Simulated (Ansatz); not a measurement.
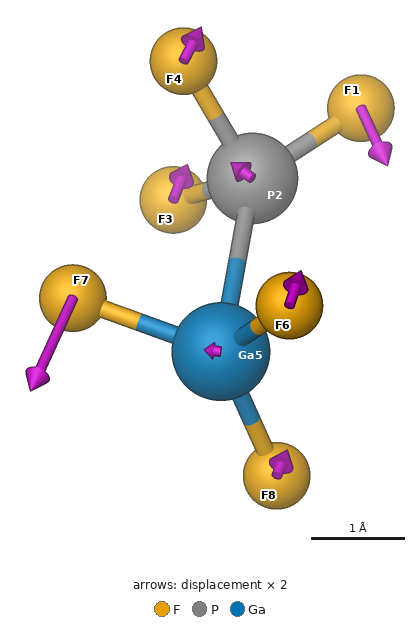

A relaxation of GaPF₆. The starting structure is drawn; purple arrows show the displacements, 2 times their true length. The two geometries are superimposed by the best rigid fit.

A ball-and-stick model, seen from a free direction.

The start comes from GFN2-xTB.

Level of theory: RKS PBE0-D4/def2-TZVP in Ansatz 0.2.0.

Input file:
```yaml
crystal:
  periodic: [false, false, false]
  atoms:
    - {symbol: F, position_ang: [1.234460, -1.742100, 1.252650]}
    - {symbol: P, position_ang: [0.688740, -0.705580, 0.200180]}
    - {symbol: F, position_ang: [0.591970, -1.706380, -0.992930]}
    - {symbol: F, position_ang: [2.073840, -0.091000, -0.172890]}
    - {symbol: Ga, position_ang: [-1.092280, 0.987720, -0.014180]}
    - {symbol: F, position_ang: [-0.712800, 2.187110, 1.161840]}
    - {symbol: F, position_ang: [-0.252470, 1.022260, -1.545440]}
    - {symbol: F, position_ang: [-2.531450, 0.047970, 0.110770]}
basis:
  gaussian: {orbitals: def2-TZVP}
hamiltonian: {xc: pbe0, dispersion: d4}
relax: {f_tol: 0.005, max_steps: 150}
```

Run as
```bash
ansatz run in.yaml --threads 4 --pin off --events-out ev --progress --plain --max-ram 11315MiB
```

### What did the optimiser do to the structure, and how much energy did it gain?

After 10 accepted moves (13 points after the start) the energy has fallen by 5.38 kcal/mol. Largest force component: 2.6 eV/Å at the start, 0.00028 eV/Å at the end. The line search rejected the trial steps at points 7, 9, 12 of the run. The forces were under the threshold at step 10, but the run went on from there. F7 moves most after the best rigid fit: 0.69 Å. Largest moves by element: F 0.69 Å, P 0.17 Å, Ga 0.10 Å. Some distances before and after: P2–Ga5 2.467 → 2.560 Å, F1–P2 1.575 → 1.540 Å, Ga5–F6 1.722 → 1.745 Å, P2–F3 1.560 → 1.540 Å. Bond angles that change, for instance: F1–P2–Ga5 139.5° → 117.0°, P2–Ga5–F7 75.1° → 96.8°, P2–Ga5–F6 105.0° → 96.8°. The run took 88 s on 4 threads of Arm Neoverse V2, with other jobs on the host.
